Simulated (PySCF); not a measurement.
**Run report: C7H8S, geometry relaxation**

System: C7H8S, SMILES SCc1ccccc1.
Method: PBE0-D3(BJ)/def2-SVP geometry optimisation from a GFN2-xTB Hessian, gas phase (PySCF 2.14.0).

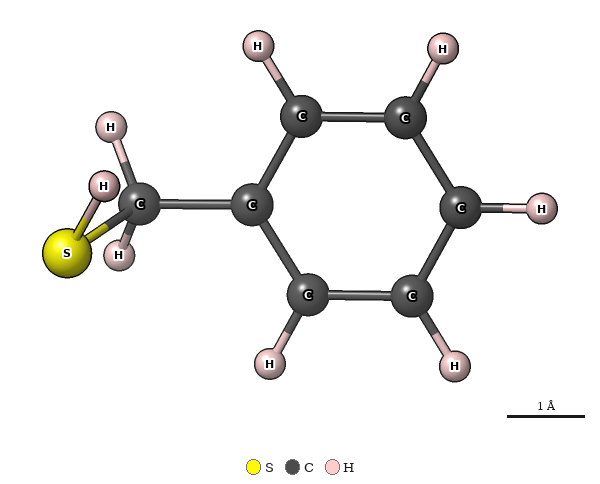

Figure 1. The structure as given in the input (ball-and-stick view, seen at a tilt).

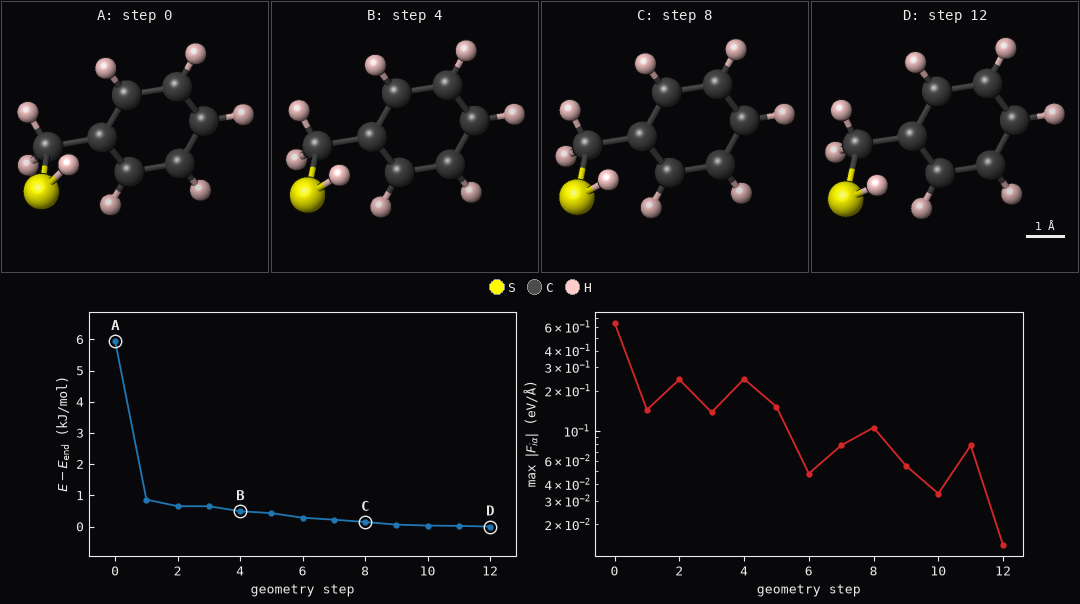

Figure 2. Frames of the relaxation (ball-and-stick view, seen at a tilt) above the curves, on which the letters mark them (steps are counted from 0).

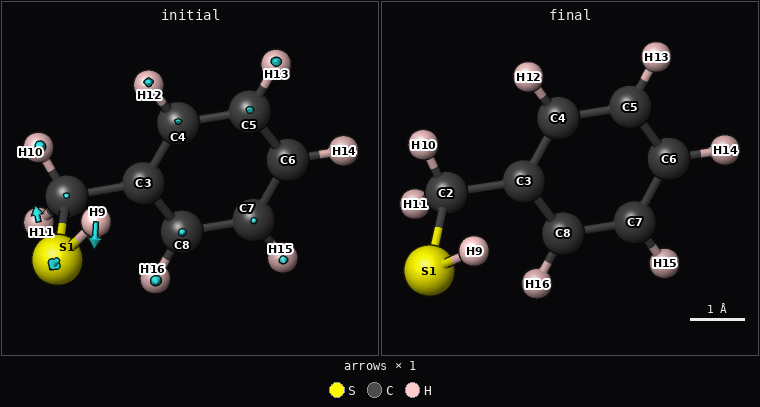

Figure 3. Before (left) and after (right) the relaxation, at one scale (ball-and-stick view, seen at a tilt). The teal arrows give the displacements, at true length. The largest move after the best rigid fit is that of H9, 0.56 Å. By element the largest moves are H 0.56 Å, S 0.36 Å, C 0.15 Å. Among the contacts that change: S1–H9 1.331 → 1.350 Å, S1–C2 1.842 → 1.826 Å, C4–H12 1.081 → 1.094 Å, C4–C5 1.383 → 1.395 Å. Among the angles that change: S1–C2–C3 111.0° → 114.3°, H10–C2–H11 109.7° → 107.0°, S1–C2–H10 107.5° → 109.8°. Over 12 geometry steps the energy falls by 5.94 kJ/mol. Largest force component: 0.65 eV/Å at the start, 0.014 eV/Å at the end. (Atoms are counted from 1 in the order of the input.)

The input and output of the run follow.

## Input
```
{"job": {"kind": "geom", "xc": "PBE0", "basis": "def2-SVP", "d3": "d3bj", "grid": 1, "maxiter": 40}, "charge": 0, "multiplicity": 1}
S      2.964270    -0.380568    -0.822309
C      1.808395    -0.807029     0.546993
C      0.428976    -0.318372     0.255394
C     -0.017736     0.886678     0.784119
C     -1.287252     1.352221     0.491667
C     -2.120268     0.622080    -0.338491
C     -1.679236    -0.576042    -0.875378
C     -0.411429    -1.042747    -0.581894
H      2.738622     0.930930    -0.786263
H      2.212396    -0.375203     1.462365
H      1.850376    -1.893980     0.603424
H      0.630555     1.459737     1.432872
H     -1.625775     2.287447     0.912814
H     -3.110720     0.986421    -0.566997
H     -2.325117    -1.148689    -1.524378
H     -0.063658    -1.973940    -1.005349
```

The first line tells a small driver script what to run in PySCF; the rest is the geometry in Å.

Launched with:
```bash
OMP_NUM_THREADS=1 python <driver script> task.json out
```

## Output
```
step      E/eV     max force
  0    -18203.94085   0.7998
  1    -18203.99346   0.1546
  2    -18203.99566   0.2500
  3    -18203.99567   0.1609
  4    -18203.99733   0.2543
  5    -18203.99796   0.1682
  6    -18203.99949   0.0485
  7    -18204.00014   0.0795
  8    -18204.00090   0.1097
  9    -18204.00178   0.0690
 10    -18204.00209   0.0376
 11    -18204.00220   0.0849
 12    -18204.00242   0.0159
```

## Trajectory as extended XYZ (Å, eV, eV/Å), 13 frames, from step=0 to step=12
```
16
Properties=species:S:1:pos:R:3:forces:R:3 step=0 energy=-18203.94085
S     2.9643   -0.3806   -0.8223    0.1540  -0.6470   0.0160
C     1.8084   -0.8070    0.5470    0.2210   0.4890  -0.5930
C     0.4290   -0.3184    0.2554    0.3030  -0.1900   0.2070
C    -0.0177    0.8867    0.7841    0.0100  -0.0660   0.0220
C    -1.2873    1.3522    0.4917   -0.0540   0.0730  -0.0250
C    -2.1203    0.6221   -0.3385   -0.0700   0.0720   0.0090
C    -1.6792   -0.5760   -0.8754    0.0120  -0.0590  -0.0390
C    -0.4114   -1.0427   -0.5819   -0.0590   0.0230   0.0310
H     2.7386    0.9309   -0.7863   -0.1100   0.5120   0.0160
H     2.2124   -0.3752    1.4624    0.0180  -0.0110   0.3580
H     1.8504   -1.8940    0.6034    0.0330  -0.3320   0.1040
H     0.6306    1.4597    1.4329    0.2760   0.2270   0.2890
H    -1.6258    2.2874    0.9128   -0.1570   0.4050   0.1810
H    -3.1107    0.9864   -0.5670   -0.4380   0.1570  -0.0990
H    -2.3251   -1.1487   -1.5244   -0.2890  -0.2500  -0.2830
H    -0.0637   -1.9739   -1.0053    0.1510  -0.4020  -0.1950
16
Properties=species:S:1:pos:R:3:forces:R:3 step=1 energy=-18203.99346
S     3.0059   -0.4765   -0.8237   -0.0880   0.1200   0.0420
C     1.8266   -0.7795    0.5484    0.1160  -0.0570  -0.0800
C     0.4379   -0.3032    0.2550    0.0740  -0.0150   0.0350
C    -0.0352    0.8864    0.8125    0.0620   0.0050   0.0290
C    -1.3141    1.3492    0.5189   -0.0480   0.0630   0.0240
C    -2.1387    0.6243   -0.3339   -0.0520   0.0280  -0.0080
C    -1.6766   -0.5647   -0.8936   -0.0390  -0.0340  -0.0400
C    -0.3979   -1.0218   -0.6042    0.0240  -0.0570  -0.0260
H     2.7737    0.8567   -0.9118    0.0310  -0.1440   0.0000
H     2.2173   -0.3226    1.4680   -0.0030  -0.0070   0.0360
H     1.8500   -1.8737    0.6804    0.0110   0.0690   0.0160
H     0.6065    1.4565    1.4874    0.0470   0.0310   0.0470
H    -1.6683    2.2802    0.9629   -0.0290   0.0640   0.0310
H    -3.1420    0.9839   -0.5628   -0.0830   0.0280  -0.0180
H    -2.3196   -1.1397   -1.5607   -0.0480  -0.0420  -0.0540
H    -0.0330   -1.9467   -1.0543    0.0260  -0.0530  -0.0340
16
Properties=species:S:1:pos:R:3:forces:R:3 step=2 energy=-18203.99566
S     2.9830   -0.5614   -0.8624   -0.0920   0.0750   0.1710
C     1.8338   -0.7610    0.5577    0.0480  -0.1700  -0.0090
C     0.4395   -0.2907    0.2636   -0.0120   0.0360  -0.0190
C    -0.0519    0.8856    0.8407    0.0180  -0.0280  -0.0010
C    -1.3373    1.3420    0.5451   -0.0210  -0.0080  -0.0080
C    -2.1484    0.6234   -0.3311    0.0150  -0.0120   0.0020
C    -1.6669   -0.5527   -0.9127   -0.0140   0.0200   0.0130
C    -0.3831   -1.0026   -0.6205    0.0110  -0.0100   0.0080
H     2.8179    0.7771   -0.9891   -0.0010  -0.1090   0.0000
H     2.2415   -0.2547    1.4482   -0.0010  -0.0430  -0.1030
H     1.8468   -1.8502    0.7623    0.0250   0.2430  -0.0530
H     0.5800    1.4508    1.5342   -0.0210  -0.0290  -0.0320
H    -1.7058    2.2638    1.0050    0.0120  -0.0450  -0.0220
H    -3.1567    0.9774   -0.5622    0.0270  -0.0090   0.0040
H    -2.2990   -1.1226   -1.6001    0.0230   0.0280   0.0260
H    -0.0010   -1.9151   -1.0902   -0.0170   0.0580   0.0230
16
Properties=species:S:1:pos:R:3:forces:R:3 step=3 energy=-18203.99567
S     2.9999   -0.5092   -0.8283    0.0840  -0.1140  -0.0630
C     1.8367   -0.7717    0.5494   -0.1150   0.0820   0.0770
C     0.4416   -0.2986    0.2570   -0.0350  -0.0030  -0.0210
C    -0.0401    0.8869    0.8232   -0.0330   0.0120  -0.0060
C    -1.3257    1.3489    0.5300    0.0350  -0.0300  -0.0030
C    -2.1479    0.6250   -0.3319    0.0150  -0.0150   0.0000
C    -1.6767   -0.5611   -0.9019    0.0200   0.0090   0.0100
C    -0.3921   -1.0152   -0.6132   -0.0100   0.0230   0.0020
H     2.7873    0.8144   -0.9400   -0.0140   0.1380  -0.0270
H     2.2268   -0.3011    1.4639    0.0050   0.0170  -0.0120
H     1.8591   -1.8573    0.7108   -0.0170  -0.0980   0.0160
H     0.6011    1.4559    1.5052   -0.0350  -0.0250  -0.0280
H    -1.6855    2.2790    0.9800    0.0180  -0.0460  -0.0140
H    -3.1564    0.9828   -0.5615    0.0640  -0.0220   0.0160
H    -2.3172   -1.1353   -1.5784    0.0360   0.0310   0.0340
H    -0.0186   -1.9345   -1.0756   -0.0190   0.0400   0.0200
16
Properties=species:S:1:pos:R:3:forces:R:3 step=4 energy=-18203.99733
S     3.0026   -0.5457   -0.8263   -0.0680   0.2350  -0.0430
C     1.8343   -0.7653    0.5640    0.0180   0.0130  -0.0030
C     0.4433   -0.2922    0.2617   -0.0070  -0.0050   0.0010
C    -0.0459    0.8844    0.8381   -0.0050  -0.0080  -0.0110
C    -1.3304    1.3425    0.5429   -0.0020  -0.0120  -0.0060
C    -2.1430    0.6252   -0.3319    0.0160  -0.0070   0.0030
C    -1.6635   -0.5510   -0.9128    0.0010   0.0140   0.0100
C    -0.3805   -1.0028   -0.6211    0.0030   0.0100   0.0020
H     2.7499    0.7768   -1.0203    0.0520  -0.2450   0.0440
H     2.2312   -0.2716    1.4630   -0.0050   0.0070  -0.0080
H     1.8516   -1.8498    0.7515   -0.0090   0.0000   0.0100
H     0.5876    1.4481    1.5294   -0.0040  -0.0060  -0.0010
H    -1.6971    2.2641    1.0019    0.0010  -0.0090  -0.0020
H    -3.1501    0.9805   -0.5627    0.0010  -0.0010   0.0000
H    -2.2964   -1.1193   -1.5991    0.0040   0.0050   0.0030
H    -0.0009   -1.9148   -1.0900    0.0030   0.0080   0.0020
16
Properties=species:S:1:pos:R:3:forces:R:3 step=5 energy=-18203.99796
S     2.9880   -0.5744   -0.8557   -0.0820   0.0010   0.1280
C     1.8306   -0.7574    0.5580    0.1070  -0.1210  -0.0470
C     0.4394   -0.2863    0.2595    0.0200   0.0200   0.0070
C    -0.0540    0.8853    0.8405    0.0250  -0.0170   0.0010
C    -1.3395    1.3382    0.5483   -0.0270   0.0200   0.0080
C    -2.1489    0.6212   -0.3280   -0.0060   0.0000  -0.0030
C    -1.6652   -0.5498   -0.9134   -0.0150   0.0030  -0.0030
C    -0.3812   -0.9967   -0.6245    0.0080  -0.0170  -0.0050
H     2.8231    0.7593   -0.9977   -0.0050  -0.0230  -0.0120
H     2.2420   -0.2435    1.4401   -0.0090  -0.0300  -0.0350
H     1.8416   -1.8421    0.7704    0.0190   0.1520  -0.0200
H     0.5764    1.4490    1.5334    0.0170   0.0080   0.0150
H    -1.7100    2.2555    1.0113   -0.0080   0.0130   0.0060
H    -3.1566    0.9730   -0.5565   -0.0340   0.0100  -0.0090
H    -2.2956   -1.1177   -1.6008   -0.0180  -0.0130  -0.0210
H     0.0023   -1.9048   -1.0964    0.0070  -0.0080  -0.0110
16
Properties=species:S:1:pos:R:3:forces:R:3 step=6 energy=-18203.99949
S     2.9893   -0.5744   -0.8465   -0.0130  -0.0050   0.0360
C     1.8344   -0.7580    0.5606    0.0040  -0.0270   0.0030
C     0.4417   -0.2869    0.2610   -0.0050   0.0060  -0.0060
C    -0.0527    0.8847    0.8427   -0.0010  -0.0060  -0.0010
C    -1.3392    1.3390    0.5496   -0.0010  -0.0070  -0.0020
C    -2.1487    0.6226   -0.3287    0.0060  -0.0060   0.0000
C    -1.6639   -0.5487   -0.9154   -0.0010   0.0070   0.0040
C    -0.3789   -0.9962   -0.6259    0.0030   0.0010   0.0010
H     2.7992    0.7523   -1.0138   -0.0030  -0.0050  -0.0070
H     2.2412   -0.2460    1.4455   -0.0010  -0.0080  -0.0260
H     1.8472   -1.8394    0.7735    0.0030   0.0480  -0.0060
H     0.5782    1.4479    1.5373   -0.0080  -0.0090  -0.0080
H    -1.7098    2.2572    1.0127    0.0040  -0.0140  -0.0040
H    -3.1574    0.9748   -0.5583    0.0110  -0.0040   0.0020
H    -2.2941   -1.1162   -1.6052    0.0080   0.0100   0.0080
H     0.0058   -1.9036   -1.1004   -0.0050   0.0180   0.0060
16
Properties=species:S:1:pos:R:3:forces:R:3 step=7 energy=-18204.00014
S     2.9888   -0.6014   -0.8454   -0.0270   0.0710   0.0150
C     1.8361   -0.7523    0.5665    0.0030  -0.0150   0.0220
C     0.4435   -0.2821    0.2627   -0.0130   0.0040  -0.0090
C    -0.0569    0.8834    0.8518   -0.0040  -0.0080  -0.0060
C    -1.3446    1.3353    0.5584    0.0020  -0.0120  -0.0050
C    -2.1489    0.6224   -0.3278    0.0140  -0.0110   0.0000
C    -1.6577   -0.5427   -0.9223   -0.0020   0.0140   0.0090
C    -0.3719   -0.9878   -0.6325    0.0040   0.0060   0.0040
H     2.7857    0.7203   -1.0553    0.0110  -0.0780   0.0110
H     2.2459   -0.2251    1.4417   -0.0060  -0.0130  -0.0400
H     1.8460   -1.8295    0.8008    0.0000   0.0450  -0.0080
H     0.5702    1.4438    1.5523   -0.0120  -0.0130  -0.0130
H    -1.7198    2.2489    1.0275    0.0060  -0.0210  -0.0090
H    -3.1584    0.9727   -0.5577    0.0160  -0.0060   0.0030
H    -2.2838   -1.1072   -1.6187    0.0130   0.0140   0.0130
H     0.0182   -1.8897   -1.1135   -0.0070   0.0230   0.0110
16
Properties=species:S:1:pos:R:3:forces:R:3 step=8 energy=-18204.00090
S     2.9861   -0.6361   -0.8454   -0.0310   0.1040  -0.0060
C     1.8373   -0.7442    0.5725    0.0080  -0.0060   0.0190
C     0.4453   -0.2756    0.2638   -0.0080   0.0010  -0.0040
C    -0.0626    0.8816    0.8621   -0.0030  -0.0060  -0.0050
C    -1.3516    1.3296    0.5693    0.0000  -0.0090  -0.0040
C    -2.1494    0.6214   -0.3260    0.0100  -0.0070   0.0010
C    -1.6505   -0.5351   -0.9302   -0.0020   0.0110   0.0060
C    -0.3636   -0.9766   -0.6407    0.0030   0.0060   0.0040
H     2.7760    0.6779   -1.0993    0.0210  -0.1060   0.0190
H     2.2530   -0.1971    1.4321   -0.0070  -0.0090  -0.0290
H     1.8433   -1.8145    0.8346   -0.0020   0.0230  -0.0030
H     0.5595    1.4383    1.5695   -0.0070  -0.0070  -0.0070
H    -1.7326    2.2367    1.0457    0.0030  -0.0130  -0.0050
H    -3.1596    0.9691   -0.5560    0.0070  -0.0030   0.0020
H    -2.2712   -1.0956   -1.6341    0.0070   0.0080   0.0070
H     0.0330   -1.8709   -1.1294   -0.0020   0.0110   0.0050
16
Properties=species:S:1:pos:R:3:forces:R:3 step=9 energy=-18204.00178
S     2.9796   -0.6871   -0.8508   -0.0340   0.0550   0.0240
C     1.8383   -0.7322    0.5773    0.0300  -0.0140   0.0180
C     0.4466   -0.2655    0.2635   -0.0030   0.0010  -0.0010
C    -0.0717    0.8800    0.8745    0.0000  -0.0060  -0.0040
C    -1.3632    1.3216    0.5842    0.0000  -0.0020   0.0000
C    -2.1528    0.6189   -0.3220    0.0050  -0.0100  -0.0050
C    -1.6430   -0.5254   -0.9398   -0.0050   0.0110   0.0050
C    -0.3539   -0.9608   -0.6523    0.0030   0.0020   0.0000
H     2.7880    0.6194   -1.1446    0.0110  -0.0550   0.0090
H     2.2641   -0.1561    1.4132   -0.0110  -0.0220  -0.0370
H     1.8381   -1.7924    0.8805    0.0030   0.0420  -0.0110
H     0.5441    1.4326    1.5901    0.0000  -0.0010   0.0010
H    -1.7522    2.2196    1.0706    0.0010  -0.0070  -0.0020
H    -3.1648    0.9617   -0.5505   -0.0010  -0.0010  -0.0010
H    -2.2570   -1.0810   -1.6531    0.0010   0.0030   0.0010
H     0.0521   -1.8445   -1.1521   -0.0010   0.0060   0.0030
16
Properties=species:S:1:pos:R:3:forces:R:3 step=10 energy=-18204.00209
S     2.9762   -0.7140   -0.8495    0.0080  -0.0300  -0.0030
C     1.8389   -0.7247    0.5787   -0.0030   0.0090  -0.0240
C     0.4473   -0.2595    0.2624    0.0090   0.0010   0.0070
C    -0.0765    0.8790    0.8803    0.0010   0.0030   0.0030
C    -1.3695    1.3165    0.5919   -0.0010   0.0070   0.0050
C    -2.1549    0.6171   -0.3197   -0.0090   0.0050   0.0010
C    -1.6396   -0.5200   -0.9443    0.0040  -0.0070  -0.0060
C    -0.3491   -0.9516   -0.6585   -0.0050  -0.0010  -0.0030
H     2.7972    0.5854   -1.1661   -0.0020   0.0330  -0.0110
H     2.2700   -0.1359    1.4000    0.0070   0.0190   0.0250
H     1.8356   -1.7766    0.9020   -0.0010  -0.0340   0.0160
H     0.5359    1.4292    1.6000    0.0070   0.0070   0.0100
H    -1.7627    2.2090    1.0838   -0.0050   0.0100   0.0070
H    -3.1677    0.9572   -0.5471   -0.0110   0.0020  -0.0020
H    -2.2501   -1.0728   -1.6619   -0.0080  -0.0090  -0.0120
H     0.0615   -1.8293   -1.1634    0.0070  -0.0160  -0.0110
16
Properties=species:S:1:pos:R:3:forces:R:3 step=11 energy=-18204.00220
S     2.9671   -0.7820   -0.8536   -0.0350   0.0380   0.0440
C     1.8417   -0.7083    0.5863    0.0400  -0.0360   0.0070
C     0.4494   -0.2467    0.2634   -0.0020   0.0050  -0.0020
C    -0.0885    0.8764    0.8986    0.0070  -0.0090   0.0010
C    -1.3849    1.3059    0.6123   -0.0060   0.0000  -0.0040
C    -2.1593    0.6144   -0.3154    0.0040  -0.0050  -0.0010
C    -1.6293   -0.5067   -0.9582   -0.0090   0.0080   0.0000
C    -0.3358   -0.9307   -0.6739    0.0060  -0.0020   0.0040
H     2.8072    0.5059   -1.2348   -0.0050  -0.0460   0.0250
H     2.2850   -0.0819    1.3760   -0.0100  -0.0320  -0.0400
H     1.8311   -1.7459    0.9642    0.0130   0.0780  -0.0310
H     0.5154    1.4209    1.6305   -0.0010  -0.0030  -0.0050
H    -1.7890    2.1865    1.1179    0.0010  -0.0070  -0.0040
H    -3.1745    0.9484   -0.5417   -0.0030   0.0000  -0.0020
H    -2.2306   -1.0528   -1.6894    0.0010   0.0040   0.0030
H     0.0873   -1.7946   -1.1936   -0.0020   0.0080   0.0050
16
Properties=species:S:1:pos:R:3:forces:R:3 step=12 energy=-18204.00242
S     2.9724   -0.7421   -0.8501    0.0070  -0.0140  -0.0030
C     1.8406   -0.7180    0.5820   -0.0030   0.0000   0.0030
C     0.4484   -0.2546    0.2628    0.0010   0.0000   0.0010
C    -0.0812    0.8777    0.8880   -0.0010   0.0010   0.0010
C    -1.3757    1.3121    0.6004    0.0000   0.0000   0.0010
C    -2.1568    0.6161   -0.3180   -0.0010   0.0000  -0.0010
C    -1.6353   -0.5143   -0.9506    0.0000  -0.0010  -0.0010
C    -0.3435   -0.9430   -0.6652    0.0010  -0.0010  -0.0020
H     2.7982    0.5517   -1.1946   -0.0010   0.0130  -0.0040
H     2.2763   -0.1130    1.3901    0.0000   0.0020   0.0020
H     1.8351   -1.7636    0.9288    0.0000   0.0000   0.0020
H     0.5280    1.4256    1.6126    0.0000   0.0010   0.0020
H    -1.7733    2.1999    1.0981   -0.0010   0.0010   0.0010
H    -3.1708    0.9537   -0.5448   -0.0010   0.0000   0.0000
H    -2.2421   -1.0642   -1.6741    0.0000  -0.0010  -0.0010
H     0.0723   -1.8151   -1.1768    0.0010  -0.0010  -0.0010
```

## Summary

```csv
quantity,value
outcome,converged
total energy,−668.984755 hartree
hardware,"1 CPU thread, shared host"
wall time,2.3 min
peak memory,0.61 GiB
```
